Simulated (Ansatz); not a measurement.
```xyz
5

Ga    0.1269   -0.2185   -0.1845
F    -0.2036    0.4094    1.5649
F     1.7682   -0.0019   -0.7001
F    -0.8446    1.3943   -0.0534
F    -0.8469   -1.5832   -0.6269
```

Geometry: PBE0-D4/def2-SVPD.

Theory: Ansatz, UKS PBE0-D4/def2-TZVPD.

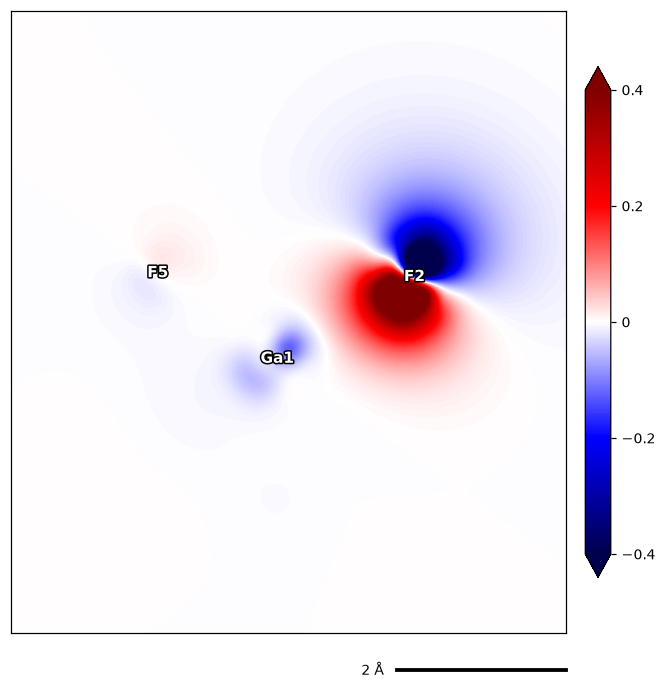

F4Ga (doublet). The LUMO (β) on the plane of atoms F2, Ga1 and F5 (values in Å⁻³ᐟ²; the overall sign is arbitrary).

> What is the character of this orbital?

It lies mainly on F2 (about 50 %) and F4 (about 50 %). Its energy is −7.65 eV.
